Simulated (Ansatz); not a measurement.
```xyz
8

F    -1.6115   -2.4852    0.0301
Hf   -0.3791   -1.0379    0.1456
S     0.0927   -0.4445    2.4526
S     1.7423   -1.5807   -0.9038
S    -1.2316    0.9553   -0.9485
H    -1.2046   -0.6160    2.8106
H     1.7157   -2.8443   -0.4104
H    -1.7481    0.2292   -1.9716
```

Geometry: PBE0-D4/def2-SVP; core potentials replace the inner electrons of Hf.

Level of theory: isolated molecule in a Gaussian basis; Kohn-Sham density functional theory, functional PBE0 in Ansatz 0.2.0.

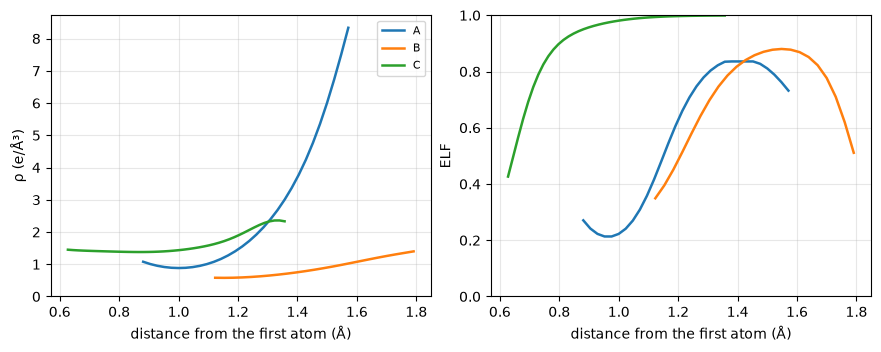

FH₃HfS₃. Electron density and electron localisation function along straight lines between neighbouring atoms. The curves leave out the atomic cores.

Question: Which curve belongs to which contact (Hf–F, Hf–S and S–H)? The first atom named is at distance zero.

Answer: Curve A: Hf–F (1.90 Å): the density is about 0.91 e/Å³ at the midpoint; the ELF peaks at about 0.85 in the valence shell of F, 0.5 Å from its nucleus, and drops to about 0.20 between the two atoms. Curve B: Hf–S (2.43 Å): the density is about 0.59 e/Å³ at the midpoint; the ELF peaks at about 0.90 in the valence shell of S, 0.9 Å from its nucleus, and is about 0.50 at the midpoint. Curve C: S–H (1.36 Å): ρ at the midpoint is about 1.4 e/Å³; the ELF climbs to about 1 towards the hydrogen, as it does in any bond to H.
